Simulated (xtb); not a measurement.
# SnNH$_{3}$F$_{2}$: frequency calculation (part 1 of 2)

The run: frequency calculation of SnNH$_{3}$F$_{2}$, SMILES [NH2][SnH]([F])[F]. Method and program: GFN2-xTB (xtb 6.7.1 later snapshot).

The geometry was optimised with GFN2-xTB.

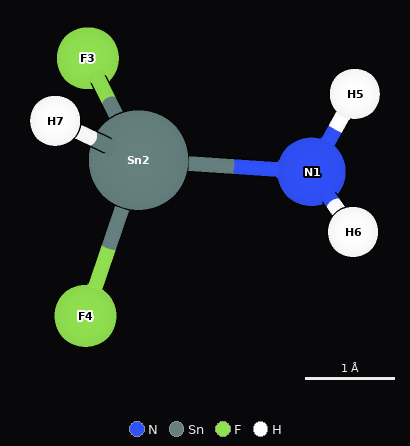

*The input geometry (ball-and-stick view, seen at a tilt; atoms are numbered from 1 in the order of the input). Sticks mark near contacts.*

## Input file (struc.xyz)
```
7

N     -0.89612     0.92884     0.06188
Sn     0.49952    -0.49153    -0.05396
F      0.88376    -0.82591     1.79695
F     -0.51526    -1.99532    -0.68230
H     -0.57193     1.78933     0.48851
H     -1.32538     1.15429    -0.82837
H      1.98692    -0.62769    -0.82841
```

Command:
```bash
xtb struc.xyz --ptb --hess --raman > run.log 2> xtb.err
```

## Output
```
* xtb version 6.7.1
   ID    Z sym.   atoms
    1    7 N      1
    2   50 Sn     2
    3    9 F      3, 4
    4    1 H      5-7

           -------------------------------------------------
          |                Calculation Setup                |
           -------------------------------------------------

          program call               : xtb struc.xyz --ptb --hess --raman
          coordinate file            : struc.xyz
          omp threads                :                     1

           -------------------------------------------------
          |                 G F N 2 - x T B                 |
           -------------------------------------------------

      * Hamiltonian:
        H0-scaling (s, p, d)           1.850000    2.230000    2.230000
        zeta-weighting                 0.500000
      * Dispersion:
        s8                             2.700000
        a1                             0.520000
        a2                             5.000000
        s9                             5.000000
      * Repulsion:
        kExp                           1.500000    1.000000
        rExp                           1.000000
      * Coulomb:
        alpha                          2.000000
        third order                    shell-resolved
        anisotropic                    true
        a3                             3.000000
        a5                             4.000000
        cn-shift                       1.200000
        cn-exp                         4.000000
        max-rad                        5.000000

          ...................................................
          :                      SETUP                      :
          :.................................................:
          :  # basis functions                  25          :
          :  # atomic orbitals                  24          :
          :  # shells                           12          :
          :  # electrons                        26          :
          :  max. iterations                   250          :
          :  Hamiltonian                  GFN2-xTB          :
          :  restarted?                      false          :
          :  GBSA solvation                  false          :
          :  PC potential                    false          :
          :  electronic temp.          300.0000000     K    :
          :  accuracy                    1.0000000          :
          :  -> integral cutoff          0.2500000E+02      :
          :  -> integral neglect         0.1000000E-07      :
          :  -> SCF convergence          0.1000000E-05 Eh   :
          :  -> wf. convergence          0.1000000E-03 e    :
          :  Broyden damping             0.4000000          :
          :  net charge                          0          :
          :  unpaired electrons                  0          :
          ...................................................

 iter      E             dE          RMSdq      gap      omega  full diag
   1    -12.5908730 -0.125909E+02  0.259E+01    3.27       0.0  T
   2    -12.7311900 -0.140317E+00  0.227E+01    7.76       1.0  T
   3    -15.8920251 -0.316084E+01  0.973E+00    5.15       1.0  T
   4    -15.9705893 -0.785642E-01  0.624E+00    5.02       1.0  T
   5    -16.0630016 -0.924123E-01  0.256E+00    4.03       1.0  T
   6    -16.0517204  0.112812E-01  0.332E+00    4.76       1.0  T
   7    -16.0816049 -0.298846E-01  0.130E+00    4.06       1.0  T
   8    -16.0825151 -0.910193E-03  0.869E-01    4.13       1.0  T
   9    -16.0837263 -0.121116E-02  0.312E-01    4.27       1.0  T
  10    -16.0838302 -0.103950E-03  0.179E-01    4.25       1.0  T
  11    -16.0839042 -0.739148E-04  0.472E-02    4.23       1.0  T
  12    -16.0839098 -0.560855E-05  0.876E-03    4.22       4.3  T
  13    -16.0839093  0.473658E-06  0.163E-02    4.22       2.3  T
  14    -16.0839100 -0.678682E-06  0.397E-03    4.23       9.5  T
  15    -16.0839100 -0.398910E-07  0.552E-04    4.23      68.5  T
  16    -16.0839100 -0.734044E-09  0.260E-04    4.23     145.1  T

   *** convergence criteria satisfied after 16 iterations ***

         #    Occupation            Energy/Eh            Energy/eV
      -------------------------------------------------------------
         1        2.0000           -0.8715757             -23.7168
       ...           ...                  ...                  ...
         7        2.0000           -0.4912329             -13.3671
         8        2.0000           -0.4899614             -13.3325
         9        2.0000           -0.4779214             -13.0049
        10        2.0000           -0.4754296             -12.9371
        11        2.0000           -0.4736542             -12.8888
        12        2.0000           -0.4716253             -12.8336
        13        2.0000           -0.4431099             -12.0576 (HOMO)
        14                         -0.2877887              -7.8311 (LUMO)
        15                         -0.1476284              -4.0172
        16                         -0.1387671              -3.7760
        17                         -0.0902100              -2.4547
        18                         -0.0697793              -1.8988
       ...                                ...                  ...
        24                          0.5570060              15.1569
      -------------------------------------------------------------
                  HL-Gap            0.1553212 Eh            4.2265 eV
             Fermi-level           -0.3654493 Eh           -9.9444 eV

 SCC (total)                   0 d,  0 h,  0 min,  0.003 sec
 SCC setup                      ...        0 min,  0.000 sec (  1.650%)
 Dispersion                     ...        0 min,  0.000 sec (  0.711%)
 classical contributions        ...        0 min,  0.000 sec (  0.165%)
 integral evaluation            ...        0 min,  0.000 sec ( 12.126%)
 iterations                     ...        0 min,  0.002 sec ( 64.656%)
 molecular gradient             ...        0 min,  0.001 sec ( 18.646%)
 printout                       ...        0 min,  0.000 sec (  1.752%)

         :::::::::::::::::::::::::::::::::::::::::::::::::::::
         ::                     SUMMARY                     ::
         :::::::::::::::::::::::::::::::::::::::::::::::::::::
         :: total energy             -16.036212853043 Eh    ::
         :: gradient norm              0.000044167176 Eh/a0 ::
         :: HOMO-LUMO gap              4.226506041474 eV    ::
         ::.................................................::
         :: SCC energy               -16.083908373594 Eh    ::
         :: -> isotropic ES            0.030026254692 Eh    ::
         :: -> anisotropic ES          0.001397096515 Eh    ::
         :: -> anisotropic XC          0.001498936791 Eh    ::
         :: -> dispersion             -0.003030376210 Eh    ::
         :: repulsion energy           0.047695520551 Eh    ::
         :: add. restraining           0.000000000000 Eh    ::
         :: total charge               0.000000000000 e     ::
         :::::::::::::::::::::::::::::::::::::::::::::::::::::

           -------------------------------------------------
          |                Numerical Hessian                |
           -------------------------------------------------
step length          :   0.00500
SCC accuracy         :   0.30000
Hessian scale factor :   1.00000
frozen atoms in %    :   0.00000    0
RMS gradient         :   0.00005
estimated CPU  time      0.00 min
Hessian matrix computed using GFN2-xTB.

           -------------------------------------------------
          |                      P T B                      |
           -------------------------------------------------

                              @@@ @

Calculating vibrational intensities using PTB ...
estimated CPU  time      0.01 min
... done.

writing file <hessian>, containing the non-mass-weighted Hessian matrix in atomic units (Eₕ/Bohr²).

 projected vibrational frequencies (cm⁻¹)
eigval :       -0.00    -0.00     0.00     0.00     0.00     0.00
eigval :       77.89   110.65   148.44   159.58   374.70   430.22
eigval :      433.70   444.61   516.18   688.84   769.74  1428.11
eigval :     1531.16  3375.50  3411.43
           -------------------------------------------------
          |                Property Printout                |
           -------------------------------------------------

    * Orbital Energies and Occupations

         #    Occupation            Energy/Eh            Energy/eV
      -------------------------------------------------------------
         1        2.0000           -0.8715750             -23.7168
         2        2.0000           -0.7752370             -21.0953
         3        2.0000           -0.7291260             -19.8405
         4        2.0000           -0.6272259             -17.0677
         5        2.0000           -0.5490411             -14.9402
         6        2.0000           -0.5090353             -13.8516
         7        2.0000           -0.4912326             -13.3671
         8        2.0000           -0.4899611             -13.3325
         9        2.0000           -0.4779211             -13.0049
        10        2.0000           -0.4754295             -12.9371
        11        2.0000           -0.4736540             -12.8888
        12        2.0000           -0.4716249             -12.8336
        13        2.0000           -0.4431111             -12.0577 (HOMO)
        14                         -0.2877885              -7.8311 (LUMO)
        15                         -0.1476274              -4.0171
        16                         -0.1387663              -3.7760
        17                         -0.0902091              -2.4547
        18                         -0.0697786              -1.8988
        19                         -0.0674461              -1.8353
        20                          0.0361719               0.9843
        21                          0.1657550               4.5104
        22                          0.3814323              10.3793
        23                          0.4181919              11.3796
        24                          0.5570068              15.1569
      -------------------------------------------------------------
                  HL-Gap            0.1553226 Eh            4.2265 eV
             Fermi-level           -0.3654498 Eh           -9.9444 eV

     #   Z          covCN         q      C6AA      α(0)
     1   7          2.546    -0.325    28.395     7.914
     2  50          3.192     0.459   348.100    35.883
     3   9          0.709    -0.296    12.292     4.140
     4   9          0.709    -0.297    12.296     4.141
     5   1          0.868     0.189     1.165     1.690
     6   1          0.869     0.189     1.163     1.689
     7   1          0.931     0.082     1.961     2.190

 Mol. C6AA /au·bohr⁶  :       1159.486970
 Mol. C8AA /au·bohr⁸  :      74341.465648
 Mol. α(0) /au        :         57.646336
```
